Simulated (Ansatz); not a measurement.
System (SMILES): N#C[O], doublet.
Atoms: O1, C2, N3. Bonds: O1-C2, C2-N3.

Basis-set convergence of the lowest harmonic wavenumber at PBE with Ansatz (a first-principles code). Each level at its own minimum, finite differences of forces, unscaled; the reference is a large set that could be run, not a limit. Cartesian d functions, on some or all atoms, in 6-31+G*; all else is spherical. The program fits the integrals of some runs and decomposes those of others, by size. Open shells are unrestricted. No added dispersion term, no relativity. Reference: the value in cc-pVQZ, 473 cm⁻¹, itself unsure by roughly 1 cm⁻¹ (its mean distance from aug-pcseg-2, aug-cc-pVTZ, def2-TZVPPD). Deviations are taken from unrounded values.

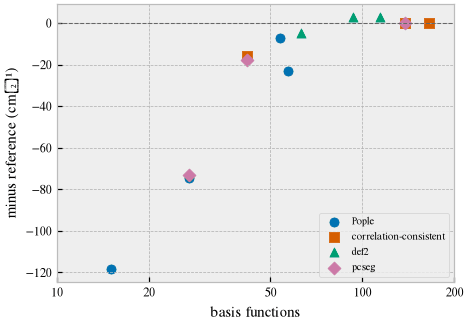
Deviation from the reference against the number of basis functions, by family of sets.

| basis | functions | lowest harmonic wavenumber (cm⁻¹) | minus reference (cm⁻¹) |
|---|---|---|---|
| STO-3G | 15 | 354 | -119 |
| 6-31G | 27 | 398 | -75 |
| pcseg-0 | 27 | 400 | -73 |
| cc-pVDZ | 42 | 457 | -16 |
| pcseg-1 | 42 | 455 | -18 |
| 6-311G** | 54 | 466 | -7 |
| 6-31+G* | 57 | 450 | -23 |
| def2-SVPD | 63 | 468 | -5 |
| def2-TZVPP | 93 | 476 | 3 |
| def2-TZVPPD | 114 | 476 | 3 |
| aug-cc-pVTZ | 138 | 473 | 0 |
| aug-pcseg-2 | 138 | 473 | 0 |
| cc-pVQZ | 165 | 473 | 0 |
